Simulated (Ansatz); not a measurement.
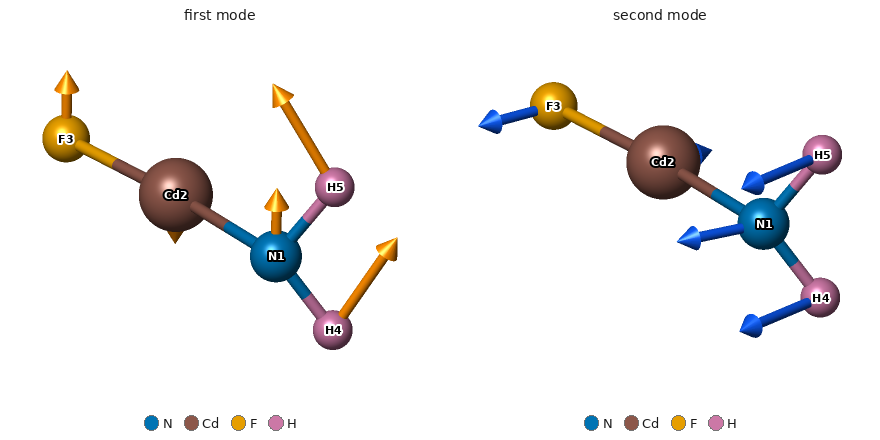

The system is CdFH2N, SMILES [NH2][Cd][F]; the picture shows the reference structure; its two panels give the patterns of the first and the second mode as arrows. The first coordinate is: normal mode 1 (142 cm⁻¹); the second: normal mode 2 (145 cm⁻¹). Nothing is relaxed (straight displacements along the two mass-weighted modes). The scan uses a 15 × 15 grid; 128 points were computed and 97 follow by symmetry. Points are written as (first, second). All energies are given in cm⁻¹ relative to the lowest grid point. Computed with Ansatz, RKS PBE0-D4/def2-TZVP.

Its coordinates:

```yaml
atoms:
  - { symbol: N, position_ang: [-0.3333, 0.9221, -0.3463] }
  - { symbol: Cd, position_ang: [0.6044, -0.7401, 0.2453] }
  - { symbol: F, position_ang: [1.6521, -2.2747, 0.7870] }
  - { symbol: H, position_ang: [-0.9555, 0.7284, -1.1237] }
  - { symbol: H, position_ang: [-0.9178, 1.2906, 0.3963] }
```

Range: normal mode 1 (142 cm⁻¹) from −1.559 to 1.559 amu½·Å; normal mode 2 (145 cm⁻¹) from −2.186 to 2.186 amu½·Å.

Q: What will the energy surface look like?

A: The lowest grid point is at (0.000 amu½·Å, 0.000 amu½·Å). It is the only kind of minimum in the scanned range. The highest grid point, (−1.559 amu½·Å, −2.186 amu½·Å), lies 3345 cm⁻¹ above the lowest.

| normal mode 2 (145 cm⁻¹) ↓, normal mode 1 (142 cm⁻¹) → | −1.559 | −1.336 | −1.114 | −0.891 | −0.668 | −0.445 | −0.223 | 0.000 | 0.223 | 0.445 | 0.668 | 0.891 | 1.114 | 1.336 | 1.559 |
| --- | --- | --- | --- | --- | --- | --- | --- | --- | --- | --- | --- | --- | --- | --- | --- |
| 2.186 | 3287 | 2754 | 2351 | 2054 | 1847 | 1712 | 1636 | 1612 | 1636 | 1712 | 1847 | 2054 | 2351 | 2754 | 3287 |
| 1.874 | 2739 | 2226 | 1842 | 1565 | 1372 | 1249 | 1180 | 1158 | 1180 | 1249 | 1373 | 1565 | 1842 | 2226 | 2739 |
| 1.562 | 2282 | 1791 | 1427 | 1164 | 985 | 871 | 809 | 789 | 809 | 871 | 985 | 1164 | 1427 | 1791 | 2282 |
| 1.249 | 1919 | 1444 | 1094 | 846 | 678 | 573 | 516 | 498 | 516 | 573 | 678 | 846 | 1094 | 1444 | 1919 |
| 0.937 | 1642 | 1180 | 842 | 604 | 445 | 347 | 293 | 277 | 293 | 347 | 445 | 604 | 842 | 1180 | 1642 |
| 0.625 | 1447 | 995 | 665 | 435 | 282 | 188 | 138 | 122 | 138 | 188 | 282 | 435 | 665 | 995 | 1447 |
| 0.312 | 1333 | 886 | 561 | 335 | 186 | 94 | 46 | 31 | 46 | 94 | 186 | 335 | 561 | 886 | 1333 |
| 0.000 | 1298 | 852 | 528 | 303 | 154 | 63 | 15 | 0 | 15 | 63 | 154 | 303 | 528 | 852 | 1298 |
| −0.312 | 1341 | 891 | 565 | 338 | 187 | 95 | 45 | 30 | 45 | 95 | 187 | 338 | 565 | 891 | 1341 |
| −0.625 | 1462 | 1006 | 673 | 440 | 285 | 189 | 138 | 122 | 138 | 189 | 285 | 440 | 673 | 1006 | 1462 |
| −0.937 | 1665 | 1199 | 855 | 613 | 451 | 349 | 295 | 278 | 295 | 349 | 451 | 613 | 855 | 1199 | 1665 |
| −1.249 | 1951 | 1469 | 1113 | 860 | 687 | 578 | 519 | 501 | 519 | 578 | 687 | 859 | 1113 | 1469 | 1949 |
| −1.562 | 2321 | 1825 | 1452 | 1182 | 999 | 881 | 816 | 795 | 816 | 881 | 999 | 1182 | 1452 | 1825 | 2321 |
| −1.874 | 2784 | 2265 | 1875 | 1589 | 1390 | 1262 | 1191 | 1168 | 1191 | 1262 | 1390 | 1589 | 1873 | 2265 | 2784 |
| −2.186 | 3345 | 2802 | 2388 | 2083 | 1868 | 1728 | 1649 | 1624 | 1649 | 1728 | 1868 | 2083 | 2386 | 2799 | 3341 |

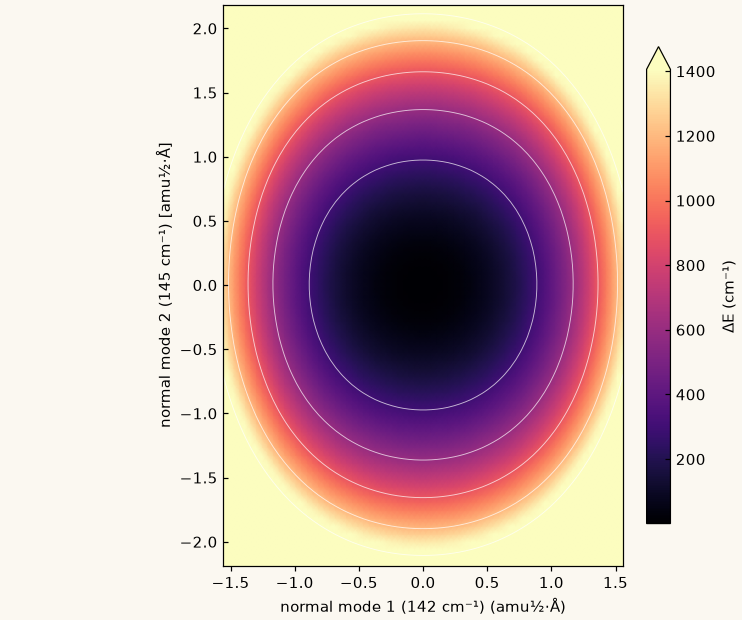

Drawn: a smooth colour map with a few white contour lines, one colour for all values above the top of the scale. Between grid points the surface is interpolated.

Each point was launched as `ansatz run input.yaml --threads 1 --pin off --max-ram 2560MiB --backend cpu --events-out ev --progress --plain --runs-dir out`. The whole map (128 points run) took 8.3 min on 1 thread of Arm Neoverse V2, with other jobs on the host.
